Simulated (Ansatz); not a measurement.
# Lattice dynamics of CsSrF3 (Pm-3m), part 2 of 3

Aim: the vibrations of CsSrF3 (Pm-3m), their spectra, and whether the structure is stable.

Ansatz 0.2.0; DFT PBEsol, scalar-relativistic, plane waves, PAW; PAW set soft_1.

So far. Step 3 (Relaxing to small forces for the phonons): The forces vanish by symmetry and the pressure is 0.003 GPa, within the tolerances set. The cell now holds 21.26 Å³/atom. The relaxed cell has a = 4.737 Å (conventional setting).

### 4. Zone-centre response

The zone centre comes first: it holds the modes that light can see, as far as symmetry allows. The response to a homogeneous field gives the Born charges and the dielectric tensor, and its change with displacement the Raman tensors.

The input, input.yaml:

```yaml
crystal:
  lattice:
    - [4.7371927409, 0.0, 0.0]
    - [0.0, 4.7371927409, 0.0]
    - [0.0, 0.0, 4.7371927409]
  atoms:
    - { symbol: Cs, position: [0.0, 0.0, 0.0] }
    - { symbol: Sr, position: [0.5, 0.5, 0.5] }
    - { symbol: F, position: [0.0, 0.5, 0.5] }
    - { symbol: F, position: [0.5, 0.0, 0.5] }
    - { symbol: F, position: [0.5, 0.5, 0.0] }
kpoints:
  mp_grid: { grid: [6, 6, 6] }
hamiltonian:
  xc: pbesol
  pseudopotentials: { kind: paw, azcp: { folder: soft_1 }, xc_functional: pbe }
scf:
  occupations: { method: fixed }
output:
  eigenvalues: true
phonons:
  method: dfpt
  dielectric: true
  rigid_motions: translations
  raman: true
```

On the command line:

```sh
ansatz run input.yaml --threads 4 --pin off --max-ram 10240MiB --backend cpu --events-out ev --progress --plain --runs-dir out
```

Numbers of over 12 decimals in the logs are rounded to 6 here.

Log:

```text
[...]
Crystal: 5 atoms, lattice volume = 106.307 Å³
Basis set: ecut = 420 eV, 2103 PW (Γ), exchange–correlation on 64×64×64 points (8 copies of the dense FFT grid, shifted against one another)
Bands: 25, of which v1, the nominal top of the filled ones, is band 20 counted from 1 (19 counted from 0)
Symmetry: 48 space group operations
k-points: 80 of 216 (irreducible under 2 space group operations, time reversal used)
[...]
SCF iter   1: F=—  HF=-11494.366735 eV  |F-HF|=—  |Δ(HF+E_count)|=         —  Δρ=1.66e-1  dr2=2.49e1  ethr=3.10e-3  ⟨swp⟩=6.7  Hψ=10757  notcnv=0  defer=151
[...]
SCF iter  10: F=-11488.188435 eV  HF=-11488.188435 eV  |F-HF|=1.82e-11  |Δ(HF+E_count)|=  4.17e-10  Δρ=2.41e-7  dr2=6.90e-11  ethr=1.00e-12  ⟨swp⟩=15.9  Hψ=19379  notcnv=0
SCF 1 converged in 10 iterations: F = -11488.188435 eV  dr2 = 6.90e-11
[...]
DFPT response loops at Γ: preconditioner auto → none (the input reference at scf.mixing.eps_inf says where Resta's filter doesn't serve); β = 0.50; Broyden in place of MSR1
── the response to a field inside a basis, on 6×6×6 k-points: an SCF that follows is theirs, and a resumed run solves both again ──
Bands: 21, of which v1, the nominal top of the filled ones, is band 20 counted from 1 (19 counted from 0)
k-points: 10 of 216
[...]
Eigensolver: Dense (10 Hₖ)
SCF iter   1: F=—  HF=-11488.177730 eV  |F-HF|=—  |Δ(HF+E_count)|=         —  Δρ=2.90e-4  dr2=2.01e-5  ethr=1.00e-1
[...]
SCF iter   6: F=-11488.177725 eV  HF=-11488.177725 eV  |F-HF|=9.09e-12  |Δ(HF+E_count)|=  1.35e-10  Δρ=1.07e-7  dr2=1.29e-11  ethr=1.00e-12
SCF 1 converged in 6 iterations: F = -11488.177725 eV  dr2 = 1.29e-11
[...]
SCF converged after 10 iterations
Free energy (F): -11488.188435 eV
[...]
Internal energy: -11488.188435 eV  (E = F + TS)
E sigma→0 (E₀):  -11488.188435 eV
Fermi energy:    2.214856 eV
[...]
--- Band table (eV; the first three rows and the last of 80) ---
  k-point 0: bands = [... 16 lower, 1.9373, 2.2149, 2.2149, 2.2149, 8.5138, 9.9072, 9.9072, 10.8599, ... 1 higher]
  k-point 1: bands = [... 16 lower, 1.8999, 1.9192, 2.2114, 2.2114, 8.8907, 10.0862, 10.2229, 10.9944, ... 1 higher]
  k-point 2: bands = [... 16 lower, 1.8227, 1.8227, 2.2062, 2.2062, 9.6853, 10.4919, 11.0285, 11.3694, ... 1 higher]
  k-point 79: bands = [... 16 lower, 1.5621, 2.1730, 2.1730, 2.1730, 10.6985, 10.6985, 10.6985, 12.7208, ... 1 higher]
--- Phonons (Γ-DFPT): 4 representative perturbations + reference, on 80 of 216 k-points (Σ response iterations 13) ---
  k mesh reduced under 2 symmetry operations, with k and −k counted as one. Each operation leaves every solved perturbation unchanged. A smaller set is not considered because the run solves the response to a homogeneous field
  ASR residual: 1.216e-3 → 0.000e0 eV/Å²; symmetrization residual: 1.244e-5 eV/Å²
  ASR residual per site (eV/Å²): 5.75e-5 1.22e-3 4.31e-4 4.31e-4 4.31e-4
  Γ frequencies (cm⁻¹): 0.00 0.00 0.00 22.11 22.11 22.11 53.32 53.32 53.32 119.75 119.75 119.75 345.62 345.62 345.62
  ε∞ (high-frequency dielectric tensor):
        2.287690    -0.000000     0.000000
        0.000000     2.287690     0.000000
       -0.000000     0.000000     2.287690
  ε⁰ (static dielectric tensor: ions relaxed, cell fixed):
       76.370487    -0.000000     0.000000
       -0.000000    76.370487    -0.000000
        0.000000    -0.000000    76.370487
  ε⁰ − ε∞ (ionic part):
       74.082797    -0.000000     0.000000
       -0.000000    74.082797    -0.000000
        0.000000    -0.000000    74.082797
  softest optical mode at Γ: 22.11 cm⁻¹; the repairs (sum rule, projections) moved no ω² at Γ by more than (2.97 cm⁻¹)²
  Born effective charges Z* (e; rows j = field, columns β = displacement):
    site 0:
         1.30285   -0.00000   -0.00000
         0.00000    1.30285    0.00000
         0.00000   -0.00000    1.30285
    site 1:
         2.45824    0.00000   -0.00000
        -0.00000    2.45824    0.00000
         0.00000    0.00000    2.45824
    site 2:
        -1.70531    0.00000   -0.00000
        -0.00000   -1.02789    0.00000
         0.00000    0.00000   -1.02789
    site 3:
        -1.02789    0.00000   -0.00000
        -0.00000   -1.70531   -0.00000
         0.00000    0.00000   -1.02789
    site 4:
        -1.02789   -0.00000    0.00000
         0.00000   -1.02789    0.00000
         0.00000    0.00000   -1.70531
  Z* charge neutrality: 2.309e-5 e pre-enforcement
  k-mesh period / interband length: 28.4 Å / 1.07 Å = 26.68 at k = (0.0000, 0.0000, 0.0000), direct gap 6.299 eV — 14 or more, which is no proof of convergence
  Raman tensors (in the event stream and the table raman_tensors.tsv): an entry may err by 8.6e-4 Å², one of the second-order susceptibility by 4.3e-20 pm/V (basis, points and sum rule); their sum over the sites missed zero by 2.084e-20 Å² ahead of its enforcement
  optical modes at Γ without the LO–TO term, one row a degenerate level:
      ω (cm⁻¹)  modes    IR ((D/Å)²/amu)  static Raman (Å⁴/amu)  depolarisation
         22.11      3             5.1697                 0.0000               —
         53.32      3             0.0000                 0.0000               —
        119.75      3             5.6168                 0.0000               —
        345.62      3            13.1633                 0.0000               —
  optical modes at Γ + LO–TO along q̂ = [1.0000, 0.0000, 0.0000]:
      ω (cm⁻¹)  modes    IR ((D/Å)²/amu)  static Raman (Å⁴/amu)  depolarisation
         22.11      2             3.4465                 0.0000               —
         53.32      3             0.0000                 0.0000               —
         72.70      1             0.1326                 0.0000               —
        119.75      2             3.7446                 0.0000               —
        177.73      1             1.5041                 0.0000               —
        345.62      2             8.7755                 0.0000               —
        409.17      1             6.3465                 0.0000               —
  optical modes at Γ + LO–TO along q̂ = [0.0000, 1.0000, 0.0000]:
      ω (cm⁻¹)  modes    IR ((D/Å)²/amu)  static Raman (Å⁴/amu)  depolarisation
         22.11      2             3.4465                 0.0000               —
         53.32      3             0.0000                 0.0000               —
         72.70      1             0.1326                 0.0000               —
        119.75      2             3.7446                 0.0000               —
        177.73      1             1.5041                 0.0000               —
        345.62      2             8.7755                 0.0000               —
        409.17      1             6.3465                 0.0000               —
  optical modes at Γ + LO–TO along q̂ = [0.0000, 0.0000, 1.0000]:
      ω (cm⁻¹)  modes    IR ((D/Å)²/amu)  static Raman (Å⁴/amu)  depolarisation
         22.11      2             3.4465                 0.0000               —
         53.32      3             0.0000                 0.0000               —
         72.70      1             0.1326                 0.0000               —
        119.75      2             3.7446                 0.0000               —
        177.73      1             1.5041                 0.0000               —
        345.62      2             8.7755                 0.0000               —
        409.17      1             6.3465                 0.0000               —
```

Wall time 1.9 min (4 threads of Arm Neoverse V1, shared host); peak memory 1.3 GiB.

Reading the cycles: dr2 is the Hartree energy of the density residual (eV), the measure of convergence; HF is the Harris–Foulkes estimate of the energy, which meets the free energy F at convergence.

Numbers from this step:

```yaml
sum_rule_residual_before_enforcement: 0.001216 eV/Å²
miss_of_the_charge_sum_rule: 2.31e-5 e
point_group: m-3m
highest_optical_mode_at_the_zone_centre_no_lo_to_term: 345.6 cm⁻¹
lowest_optical_zone_centre_mode: 22.11 cm⁻¹
mean_high_frequency_dielectric_constant: 2.288
largest_born_charge_third_of_the_trace: 2.458 e
mean_static_dielectric_constant: 76.37
top_of_the_zone_centre_spectrum_with_the_field: 409.2 cm⁻¹
```

Without the LO-TO term. Patterns of degenerate modes are one choice out of their space. Modes at Γ, with each element's share of the kinetic energy:

| mode | frequency (cm⁻¹) | symmetry | Cs % | Sr % | F % |
| --- | --- | --- | --- | --- | --- |
| 1 | 0.0 | acoustic | 48 | 32 | 21 |
| 2 | 0.0 | acoustic | 48 | 32 | 21 |
| 3 | 0.0 | acoustic | 48 | 32 | 21 |
| 4 | 22.1 | T1u | 45 | 11 | 44 |
| 5 | 22.1 | T1u | 45 | 11 | 44 |
| 6 | 22.1 | T1u | 45 | 11 | 44 |
| 7 | 53.3 | T2u | 0 | 0 | 100 |
| 8 | 53.3 | T2u | 0 | 0 | 100 |
| 9 | 53.3 | T2u | 0 | 0 | 100 |
| 10 | 119.8 | T1u | 7 | 44 | 49 |
| 11 | 119.8 | T1u | 7 | 44 | 49 |
| 12 | 119.8 | T1u | 7 | 44 | 49 |
| 13 | 345.6 | T1u | 0 | 14 | 86 |
| 14 | 345.6 | T1u | 0 | 14 | 86 |
| 15 | 345.6 | T1u | 0 | 14 | 86 |

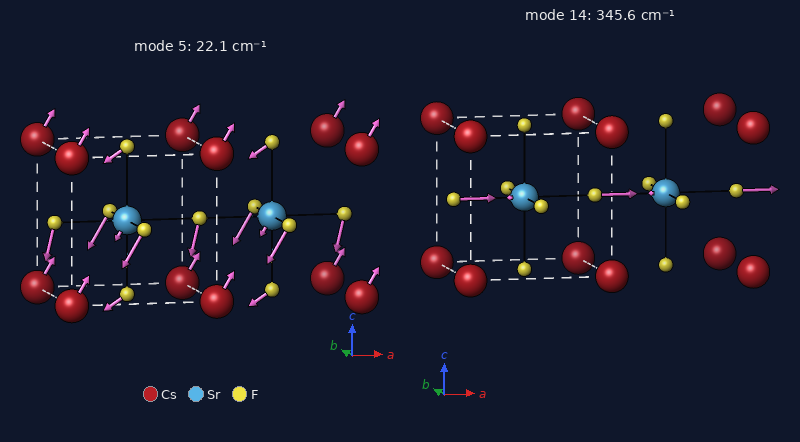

Displacement patterns of modes 5 and 14 at Γ; arrows are exaggerated. 2×1×1 cells are drawn. Some periodic images of atoms are drawn too.

Optical modes at the zone centre, without and with the macroscopic field of the longitudinal modes; each column is sorted by frequency, so a row need not hold one and the same mode. Modes with and without the field, by row:

| rank among optical modes | no field (cm⁻¹) | q along (1, 0, 0) (cm⁻¹) |
| --- | --- | --- |
| 1 | 22.1 | 22.1 |
| 2 | 22.1 | 22.1 |
| 3 | 22.1 | 53.3 |
| 4 | 53.3 | 53.3 |
| 5 | 53.3 | 53.3 |
| 6 | 53.3 | 72.7 |
| 7 | 119.8 | 119.8 |
| 8 | 119.8 | 119.8 |
| 9 | 119.8 | 177.7 |
| 10 | 345.6 | 345.6 |
| 11 | 345.6 | 345.6 |
| 12 | 345.6 | 409.2 |

Born charge (rows field, columns displacement) (e), principal values of the symmetric part by kind of site:

| atom | atoms with these values | low | middle | high | mean |
| --- | --- | --- | --- | --- | --- |
| Cs1 | 1 | 1.30 | 1.30 | 1.30 | 1.30 |
| Sr2 | 1 | 2.46 | 2.46 | 2.46 | 2.46 |
| F3 | 3 | -1.71 | -1.03 | -1.03 | -1.25 |

In full for Sr2:

```
2.46 0.00 0.00
0.00 2.46 0.00
0.00 0.00 2.46
```

High-frequency dielectric tensor:

```
2.29 0.00 0.00
0.00 2.29 0.00
0.00 0.00 2.29
```

Static dielectric tensor (ions relaxed, fixed cell):

```
76.37  0.00  0.00
 0.00 76.37  0.00
 0.00  0.00 76.37
```

Transverse modes. Lines of the infrared spectrum (strongest = 100):

| position (cm⁻¹) | label | relative intensity |
| --- | --- | --- |
| 22 | T1u | 39 |
| 53 | T2u | 0.0 |
| 120 | T1u | 43 |
| 346 | T1u | 100 |

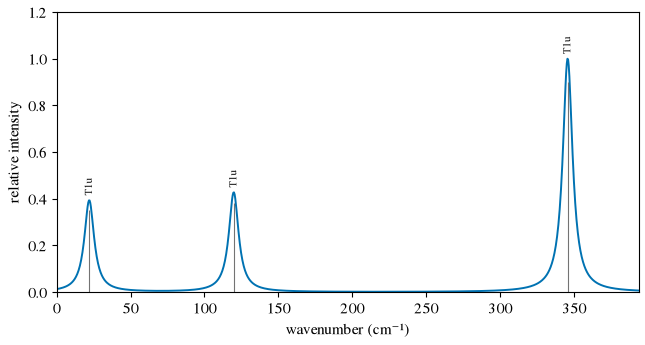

The infrared spectrum, broadened with Lorentzians of width 8 cm⁻¹; bars mark the lines.

Before it was imposed, the acoustic sum rule was missed by 0.0012 eV/Å² and the charge sum rule by 2.3e-5 e. Small misses are needed for a sound result but don't prove that mesh and cutoff are converged. The lowest optical mode is real, 22.1 cm⁻¹.

### 5. Phonons on a q mesh

Stability and thermal properties need the whole zone. Linear response on a 2×2×2 q mesh gives force constants as far as a supercell of that size would, and the tensors from the zone-centre run are typed in so that the long-range dipole term is interpolated apart.

input.yaml, the sections that differ from step 4:

```yaml
phonons:
  method: dfpt
  qmesh: [2, 2, 2]
  temperatures: { t_max: 1000, t_step: 50 }
  qpath:
    path:
      - [[0.0, 0.0, 0.0], [0.0, 0.5, 0.0], [0.5, 0.5, 0.0], [0.0, 0.0, 0.0], [0.5, 0.5, 0.5], [0.0, 0.5, 0.0]]
      - [[0.5, 0.5, 0.5], [0.5, 0.5, 0.0]]
    npoints: 10
  non_analytic_term:
    high_frequency_dielectric_tensor: [[2.2877, 0.0, 0.0], [0.0, 2.2877, 0.0], [0.0, 0.0, 2.2877]]
    born_effective_charges:
      - { species: Cs, tensor: [[1.3028, 0.0, 0.0], [0.0, 1.3028, 0.0], [0.0, 0.0, 1.3028]] }
      - { species: Sr, tensor: [[2.4582, 0.0, 0.0], [0.0, 2.4582, 0.0], [0.0, 0.0, 2.4582]] }
      - { species: F, tensor: [[-1.7053, 0.0, 0.0], [0.0, -1.0279, 0.0], [0.0, 0.0, -1.0279]] }
      - { species: F, tensor: [[-1.0279, 0.0, 0.0], [0.0, -1.7053, 0.0], [0.0, 0.0, -1.0279]] }
      - { species: F, tensor: [[-1.0279, 0.0, 0.0], [0.0, -1.0279, 0.0], [0.0, 0.0, -1.7053]] }
    source: "zone-centre run at this cell"
# crystal, kpoints, hamiltonian, scf, output: as in step 4
```

Log:

```text
[...]
Crystal: 5 atoms, lattice volume = 106.307 Å³
Basis set: ecut = 420 eV, 2103 PW (Γ), exchange–correlation on 64×64×64 points (8 copies of the dense FFT grid, shifted against one another)
Bands: 25, of which v1, the nominal top of the filled ones, is band 20 counted from 1 (19 counted from 0)
Symmetry: 48 space group operations
k-points: 20 of 216
[...]
SCF iter   1: F=—  HF=-11494.366687 eV  |F-HF|=—  |Δ(HF+E_count)|=         —  Δρ=1.66e-1  dr2=2.49e1  ethr=3.10e-3  ⟨swp⟩=6.4  Hψ=2619  notcnv=0  defer=36
[...]
SCF iter  11: F=-11488.188435 eV  HF=-11488.188435 eV  |F-HF|=3.64e-12  |Δ(HF+E_count)|=  5.82e-11  Δρ=4.80e-8  dr2=2.38e-12  ethr=1.00e-12  ⟨swp⟩=15.9  Hψ=4090  notcnv=0
SCF 1 converged in 11 iterations: F = -11488.188435 eV  dr2 = 2.38e-12
[...]
NSCF: frozen V_eff on 20 k-points
[...]
DFPT response loops at q = (0, 0, 0) (fractional): preconditioner auto → none (the input reference at scf.mixing.eps_inf says where Resta's filter doesn't serve); β = 0.50; Broyden in place of MSR1
[...]
SCF converged after 11 iterations
Free energy (F): -11488.188435 eV
[...]
Internal energy: -11488.188435 eV  (E = F + TS)
E sigma→0 (E₀):  -11488.188435 eV
Fermi energy:    2.214855 eV
[...]
--- Band table (eV; the first three rows and the last of 20) ---
  k-point 0: bands = [... 16 lower, 1.9373, 2.2149, 2.2149, 2.2149, 8.5138, 9.9072, 9.9072, 10.8599, ... 1 higher]
  k-point 1: bands = [... 16 lower, 1.8999, 1.9192, 2.2114, 2.2114, 8.8907, 10.0862, 10.2229, 10.9944, ... 1 higher]
  k-point 2: bands = [... 16 lower, 1.8227, 1.8227, 2.2062, 2.2062, 9.6853, 10.4919, 11.0285, 11.3694, ... 1 higher]
  k-point 19: bands = [... 16 lower, 1.5621, 2.1730, 2.1730, 2.1730, 10.6985, 10.6985, 10.6985, 12.7208, ... 1 higher]
--- Phonons (Γ-DFPT): 4 representative perturbations + reference (Σ response iterations 13) ---
  ASR residual: 4.799e-4 → 0.000e0 eV/Å²; symmetrization residual: 3.825e-6 eV/Å²
  ASR residual per site (eV/Å²): 2.88e-5 4.80e-4 4.37e-4 4.37e-4 4.37e-4
[...]
--- Phonons (arbitrary-q DFPT): 4 irreducible q on the 2×2×2 mesh ---
  q = [0.0000, 0.0000, 0.0000] (star 1, of the zone-centre solve; hermiticity 1.03e-6, symmetrization 3.13e-13): 0.00 0.00 0.00 22.11 22.11 22.11 53.32 53.32 53.32 119.75 119.75 119.75 345.62 345.62 345.62
  q = [0.0000, 0.0000, -0.5000] (star 3, 9 solved perturbations in 504 linear systems a pass and spin channel, the states on 64 of 216 k-point pairs; hermiticity 4.81e-7, symmetrization 1.29e-7): 25.83 25.83 38.57 38.57 63.01 74.34 86.63 86.63 106.22 106.22 123.59 237.57 345.24 345.24 400.62
[...]
sum rule: each row above includes the acoustic sum rule's correction from the zone centre's row sums; it moved no ω² by more than (2.50 cm⁻¹)²
  mesh force constants: q→R imaginary residual 7.47e-18; ASR residual 4.799e-4 → 0.000e0 eV/Å²; symmetrization residual 3.997e-15 eV/Å²
  interpolated dispersion: 63 rows × 15 modes
  density of states and harmonic sums: on the 14×14×14 q-mesh, interpolated from the force constants of a 2×2×2 supercell (with the dipole–dipole term of supplied tensors)
  largest difference from the sums on the solved wave vectors: F 1.55e-1 eV, S 1.57e-4 and C_V 1.42e-5 eV/K
  zero-point energy: 0.131231 eV/cell   skipped modes (ω ≤ 0): 144, of them read as no rigid motion or as one in doubt: 141 (1.144e0 modes/cell left out, lowest -66.36 cm⁻¹)   left out of the sums: 7.63e-2 of the cell's modes: C_V's classical limit lies that fraction below 3 k_B per atom; for a crystal, a wire or a layer, F and S can be off by more, and a phonons.interpolated_qmesh denser along its periods is the remedy for the sampling
```

Run time: 91 s. Hardware: 4 threads; peak memory 0.81 GiB; 5.8 min of CPU time.

Numbers from this step:

* sum-rule residual before enforcement: 4.80e-4 eV/Å²
* lowest frequency on the path: -66.36 cm⁻¹
* highest frequency on the path or at a solved wavevector: 439.6 cm⁻¹
* lowest mode on the q mesh (acoustic modes at Γ apart): -66.36 cm⁻¹

Frequencies (cm⁻¹) solved at each irreducible wavevector; negative means imaginary. Frequencies by wavevector, by row:

| q in reciprocal lattice units | star | mode 1 | mode 2 | mode 3 | mode 4 | mode 13 | mode 14 | mode 15 |
| --- | --- | --- | --- | --- | --- | --- | --- | --- |
| 0 0 0 | 1 | 0 | 0 | 0 | 22.1 | 345.6 | 345.6 | 345.6 |
| 0 0 -0.5 | 3 | 25.8 | 25.8 | 38.6 | 38.6 | 345.2 | 345.2 | 400.6 |
| 0 -0.5 -0.5 | 3 | -61.9 | 2.3 | 2.3 | 31.9 | 344.7 | 349.5 | 424.6 |
| -0.5 -0.5 -0.5 | 1 | -66.4 | -66.4 | -66.4 | 27.1 | 349.3 | 349.3 | 439.6 |

Interpolated from a 2×2×2 q mesh, with the LO-TO term (at Γ the limit along the path; where Γ stands inside the path, tables give the limit on arrival). The phonon branches at the labelled points (cm⁻¹):

| point | branch 1 | branch 2 | branch 3 | branch 4 | branch 12 | branch 13 | branch 14 | branch 15 |
| --- | --- | --- | --- | --- | --- | --- | --- | --- |
| Γ | 0 | 0 | 0 | 22 | 178 | 346 | 346 | 409 |
| X | 26 | 26 | 39 | 39 | 238 | 345 | 345 | 401 |
| M | -62 | 2 | 2 | 32 | 194 | 345 | 350 | 425 |
| Γ | 0 | 0 | 0 | 22 | 178 | 346 | 346 | 409 |
| R | -66 | -66 | -66 | 27 | 185 | 349 | 349 | 440 |
| X | 26 | 26 | 39 | 39 | 238 | 345 | 345 | 401 |
| jump to R | -66 | -66 | -66 | 27 | 185 | 349 | 349 | 440 |
| M | -62 | 2 | 2 | 32 | 194 | 345 | 350 | 425 |

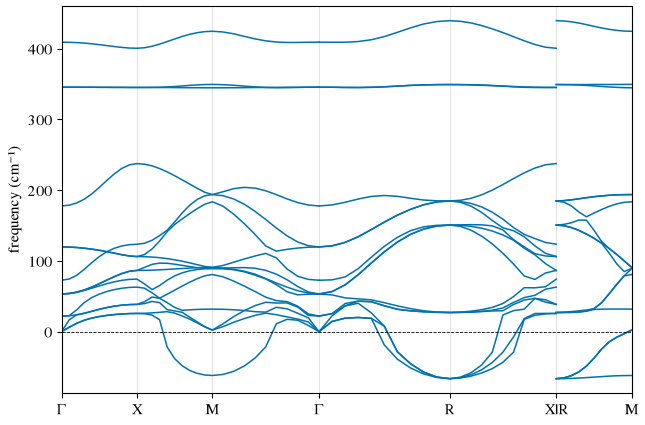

Phonon branches along the path.

(Part 2 of 3 ends here.)

[Logs are printed without paths, hosts, clocks, repeated set-up lines and the standing remarks that a program may print on its own settings, such as how far it seeks lower states.]

[Hosts, paths, dates, database ids (printed as entryN), source tags and the programs' standing remarks are cut or masked in the printed files.]
